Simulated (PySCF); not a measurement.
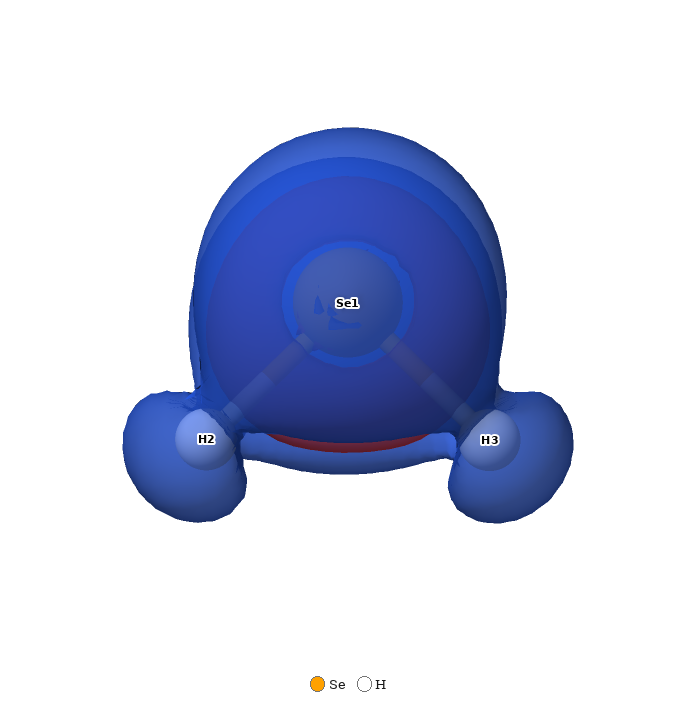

*H2Se, SMILES `[SeH2]`. Fukui function f⁻ = ρ(N) − ρ(N−1) at fixed geometry, surfaces at ±0.03 e/Å³ (blue positive, red negative).*

Computed with PySCF, B3LYP/def2-SVP, geometry: GFN2-xTB. No frequency check shows the geometry to be a minimum. GFN2-xTB bond lengths at metals and heavier atoms can be off by up to 0.1 Å and shapes distorted, which carries into these values.

The calculation's input:

```python
import numpy as np
from pyscf import gto, scf, dft
from pyscf.scf import atom_ks, atom_hf
from scipy.linalg import block_diag

def solve(mol, dm0=None, hcore=None):
    mf = (dft.UKS if mol.spin else dft.RKS)(mol, xc='b3lyp')
    mf.grids.level = 3
    mf = mf.density_fit(auxbasis='def2-universal-jkfit')
    mf.conv_tol, mf.max_cycle = 1e-8, 80
    if hcore is not None:
        mf.get_hcore = lambda *args: hcore
    mf.kernel(dm0)
    if not mf.converged:
        mf = mf.newton().run(mf.mo_coeff, mf.mo_occ, max_cycle=30)
    assert mf.converged, 'SCF not converged'
    return mf

mol = gto.M(atom='''
Se     0.00001    -0.05580     0.00000
H      1.02826     0.94872     0.00000
H     -1.02849     0.94848     0.00000
''', basis='def2-svp', charge=0, spin=0, verbose=4)
mf = solve(mol)
out = dict(e0=mf.e_tot, dm0=mf.make_rdm1(), c=mf.mo_coeff, occ=mf.mo_occ, eps=mf.mo_energy)
for name, dq, spin in [('cation', 1, 1), ('anion', -1, 1)]:
    ion = mol.copy().set(charge=mol.charge + dq, spin=spin).build()
    mi = solve(ion)
    if spin and dq > 0 and mol.nao < 130:
        c, _, stable, _ = mi.stability(return_status=True)
        if not stable:
            mi = solve(ion, mi.make_rdm1(c, mi.mo_occ))
    print(name, 'vertical energy change / eV', (mi.e_tot - mf.e_tot) * 27.211386)
    out.update({'e_' + name: mi.e_tot, 'dm_' + name: mi.make_rdm1(), 's2_' + name: mi.spin_square()[0], 'eps_' + name: mi.mo_energy, 'occ_' + name: mi.mo_occ})
# spherically averaged free atoms, for the promolecule
atm = atom_ks.get_atm_nrks(mol, xc='b3lyp')
pro = block_diag(*[(atm[a[0]][2] * atm[a[0]][3]) @ atm[a[0]][2].T for a in mol._atom])
np.savez('result.npz', pro=pro, **out)
```

Command:

```sh
OMP_NUM_THREADS=1 python input.py
```

The run took 9.1 s on 1 thread of Intel(R) Xeon(R) 6975P-C (Granite Rapids), on a shared host, peak memory 0.23 GiB.

Partitions, critical points and surface values were worked out afterwards from this run's density.

On which atoms does the density change most on removal of an electron?

Answer. f⁻ (Hirshfeld-condensed) is largest on Se1 (0.78); the vertical ionisation energy is 9.82 eV. Condensed values hint at sites of electrophilic attack but needn't mark the atom that reacts. Orbital relaxation makes it negative in places (0.10 e in all).
